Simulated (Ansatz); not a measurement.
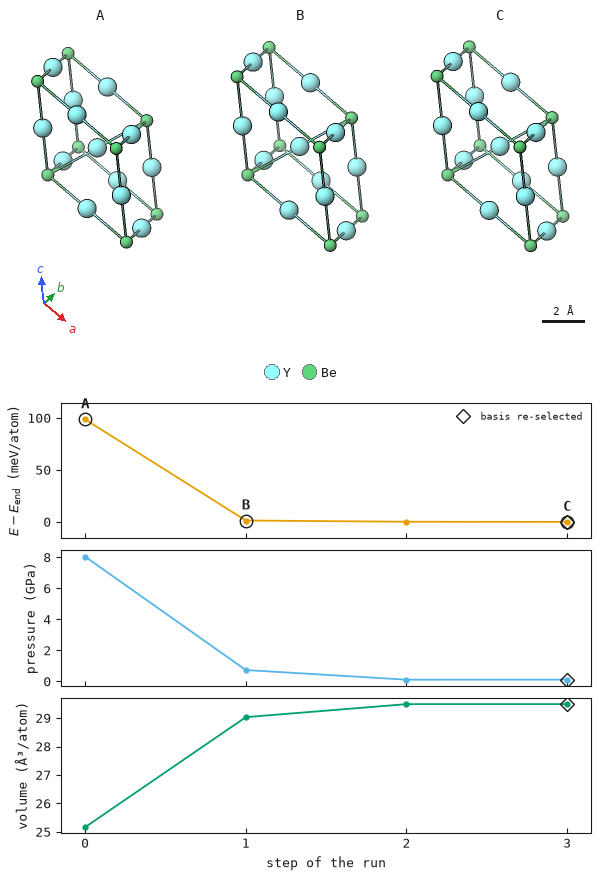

Frames of a relaxation of crystalline Y4Be (a generated structure, set up in Im-3m) (coarse preliminary run), marked on the history of the run. Style: ball-and-stick. Shown: the cell of the calculation, slightly off an axis.

The calculation used Ansatz, DFT PBE, scalar-relativistic, plane waves, PAW.

Input file:
```yaml
crystal:
  lattice:
    - [-3.15681452, 3.15681452, 3.15681452]
    - [3.15681452, -3.15681452, 3.15681452]
    - [3.15681452, 3.15681452, -3.15681452]
  atoms:
    - { symbol: "Y", position: [0.5, 0.5, 0.5] }
    - { symbol: "Y", position: [0.0, 0.0, 0.5] }
    - { symbol: "Y", position: [0.0, 0.5, 0.0] }
    - { symbol: "Y", position: [0.5, 0.0, 0.0] }
    - { symbol: Be, position: [0.0, 0.0, 0.0] }
basis:
  ecutwfc: 420
kpoints:
  mp_grid: { grid: [4, 4, 4] }
hamiltonian:
  xc: pbe
scf:
  occupations: { method: gaussian, width: 0.1 }
  lower_state_search: "off"
output:
  forces: true
  stress: true
  eigenvalues: true
relax:
  adjacent_minimum: "off"
  f_tol: 0.04
  max_steps: 70
  cell: { stress_tol: 0.4 }
```

Run as
```bash
ansatz run input.yaml --threads 1 --pin off --max-ram 2048MiB --backend cpu --events-out ev --progress --plain --runs-dir out
```

> Describe the path.

Over 2 accepted moves (3 points after the start) the energy falls by 98.7 meV per atom. All forces vanish by symmetry, so only the cell relaxes. Pressure: 8.05 GPa at the start and 0.12 GPa at the end. At 1 point the geometry stayed and the basis and grid were re-selected for the new cell (energy shift of 0.2 meV per atom at most each time). No atom moves by more than 0.005 Å relative to the cell. The volume changes by +17.2 %, with a = b = c 5.468 → 5.764 Å (+5.4 %). Near-neighbour distances that change, for instance: Y1–Y2 3.157 → 3.328 Å, Y1–Be5 2.734 → 2.882 Å. The space group stays Im-3m (No. 229). The run took 9.8 s on 1 thread of AMD EPYC 7R43 64-Core Processor (Zen 3), with other jobs on the host, peak memory 0.45 GiB. From step 0 to 1: volume +15.3 %, energy −97.3 meV per atom. From step 1 to 3: volume +1.6 %, energy −1.4 meV per atom.
